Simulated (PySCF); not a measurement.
Run report: C$_{5}$H$_{11}$B$_{2}$NSi, NMR shielding calculation

The run: NMR shielding calculation of C$_{5}$H$_{11}$B$_{2}$NSi. Method and program: GIAO PBE0/pcSseg-1 NMR shielding, non-relativistic, gas phase (PySCF 2.14.0).

The geometry comes from this level: GFN2-xTB. It belongs to a series of runs on one base structure; here: SiH2 inserted into a N-B bond. Figures and captions count atoms from 1; the log counts them from 0 in places.

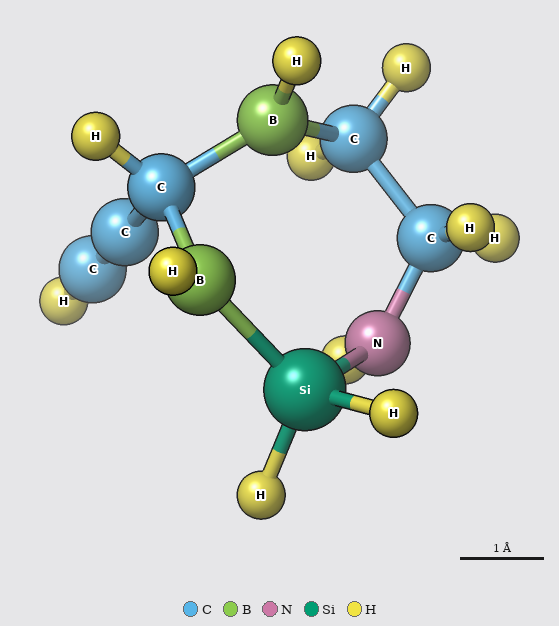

Fig. 1: The input geometry (ball-and-stick view, seen at a tilt).

Input file:
```
{"job": {"kind": "nmr", "xc": "PBE0", "basis": "pcSseg-1"}, "charge": 0, "multiplicity": 1}
C      2.065936     0.571096     1.914557
C      1.852216     0.316198     0.763595
C      1.621093    -0.001338    -0.627995
B      0.463299     0.863718    -1.286600
C     -0.630256     1.563544    -0.397170
C     -1.783829     0.573120    -0.056445
N     -1.420767    -0.488654     0.838670
Si    -0.578671    -1.898657     0.268536
B      0.994463    -1.444306    -0.818019
H      2.262613     0.802400     2.918399
H      2.560362     0.120136    -1.177105
H      0.389945     0.905390    -2.457426
H     -0.238507     1.925322     0.557097
H     -1.088200     2.414676    -0.905666
H     -2.602050     1.148071     0.393493
H     -2.159149     0.121191    -0.978212
H     -1.141562    -0.124867     1.737386
H     -1.625890    -2.598408    -0.510588
H     -0.363617    -2.653488     1.511958
H      1.417423    -2.104465    -1.691501
```

The first line tells a small driver script what to run in PySCF; the rest is the geometry in Å.

Machine: 1 CPU thread, shared host.

Launch command:
```bash
OMP_NUM_THREADS=1 python <driver script> task.json out
```

Output:
```
coarse grid: 17112 points
cycle   1  E = -590.3348739659  dE =  1.090e+00  |g| = 5.292e-01  |ddm| = 4.206e+00
cycle   2  E = -590.3168092496  dE =  1.806e-02  |g| = 6.084e-01  |ddm| = 1.317e+00
cycle   3  E = -590.4028248711  dE = -8.602e-02  |g| = 1.020e-01  |ddm| = 8.137e-01
cycle   4  E = -590.4049850490  dE = -2.160e-03  |g| = 3.008e-02  |ddm| = 1.386e-01
cycle   5  E = -590.4051913968  dE = -2.063e-04  |g| = 8.133e-03  |ddm| = 3.831e-02
cycle   6  E = -590.4052056221  dE = -1.423e-05  |g| = 3.016e-03  |ddm| = 1.074e-02
cycle   7  E = -590.4052076566  dE = -2.034e-06  |g| = 1.271e-03  |ddm| = 3.411e-03
final grid: 160472 points
cycle   8  E = -590.4547900686  dE = -4.865e-05  |g| = 9.563e-03  |ddm| = 5.786e-02
cycle   9  E = -590.4547620509  dE =  2.802e-05  |g| = 1.433e-02  |ddm| = 2.377e-02
cycle  10  E = -590.4548113195  dE = -4.927e-05  |g| = 3.113e-03  |ddm| = 1.449e-02
cycle  11  E = -590.4548136341  dE = -2.315e-06  |g| = 4.883e-04  |ddm| = 2.350e-03
cycle  12  E = -590.4548136887  dE = -5.462e-08  |g| = 1.678e-04  |ddm| = 6.743e-04
cycle  13  E = -590.4548136952  dE = -6.503e-09  |g| = 4.464e-05  |ddm| = 2.219e-04
cycle  14  E = -590.4548136956  dE = -4.325e-10  |g| = 1.065e-05  |ddm| = 5.292e-05
```

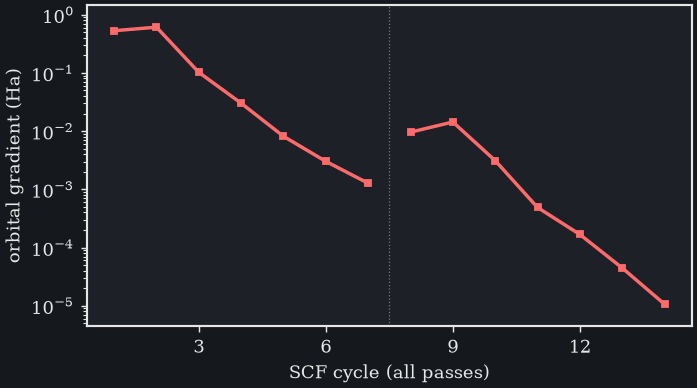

Fig. 2: Convergence of the self-consistent field: orbital gradient against the SCF cycle. The dotted line marks the change from a coarse to the final integration grid. The first 7 cycles use a coarse grid, the final grid takes over at cycle 8, and the field converges after 14 cycles in all.

```
converged SCF energy = -590.4548136956

GIAO shielding tensors (ppm)
atom      isotropic    diamagn.    paramagn.     s11        s22        s33       span
  0 C      106.069     260.129    -154.060     39.322     50.669    228.217    188.895
  1 C       94.207     263.570    -169.364     -9.712      4.039    288.293    298.005
  2 C      113.365     253.712    -140.348     22.367    138.374    179.352    156.985
  3 B        7.650     190.792    -183.143    -77.894    -26.867    127.711    205.605
  4 C      148.014     251.553    -103.539    122.325    140.412    181.306     58.981
  5 C      140.813     243.522    -102.708    104.000    139.130    179.310     75.311
  6 N      227.959     325.648     -97.689    199.745    226.580    257.550     57.805
  7 Si     400.499     879.893    -479.394    335.743    393.504    472.252    136.509
  8 B      -27.750     197.921    -225.670   -182.052    -48.504    147.307    329.359
  9 H       29.474      35.627      -6.153     24.861     25.347     38.214     13.353
 10 H       26.264      28.135      -1.871     21.683     27.006     30.102      8.419
 11 H       23.563      30.234      -6.671     16.699     26.836     27.154     10.455
 12 H       28.146      32.260      -4.114     24.085     29.208     31.143      7.058
 13 H       29.903      30.214      -0.311     26.238     27.326     36.144      9.907
 14 H       28.001      28.481      -0.479     21.674     27.608     34.722     13.048
 15 H       28.845      30.025      -1.180     24.503     29.165     32.867      8.363
 16 H       30.871      34.943      -4.071     24.952     30.104     37.558     12.606
 17 H       27.091      28.475      -1.384     22.272     25.908     33.094     10.822
 18 H       26.663      28.641      -1.978     23.697     24.924     31.369      7.673
 19 H       19.869      29.928     -10.059      6.092     25.785     27.730     21.638
```

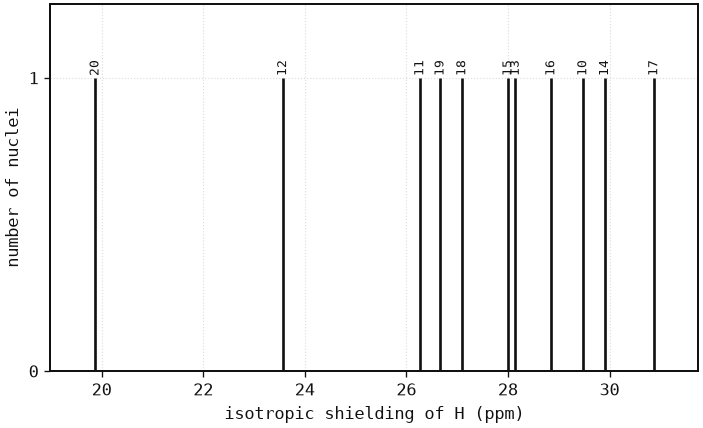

Fig. 3: Isotropic shieldings of the hydrogen nuclei in this fixed geometry, labelled by atom number; shielding grows to the right, so chemical shift grows to the left. The least shielded is H20 (19.9 ppm), the most shielded H17 (30.9 ppm).

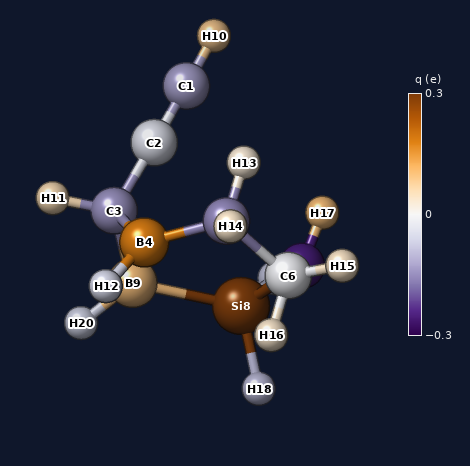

Fig. 4: Hirshfeld charges, as the colour of each atom (ball-and-stick view, seen at a tilt; atoms are numbered from 1 in the order of the input). By element: C −0.15 to −0.01, B +0.10 to +0.18, N −0.25, Si +0.29 and H −0.09 to +0.11 e.

Key numbers:

```tsv
quantity	value
outcome	converged
total energy	−590.454814 hartree
HOMO	−6.35 eV
LUMO	−2.91 eV
dipole moment	1.14 D
isotropic shielding, C	94.2 to 148.0 ppm
isotropic shielding, B	−27.7 to 7.6 ppm
isotropic shielding, N	228.0 ppm
isotropic shielding, Si	400.5 ppm
isotropic shielding, H	19.9 to 30.9 ppm
wall time	90 s
peak memory	1 GiB
```
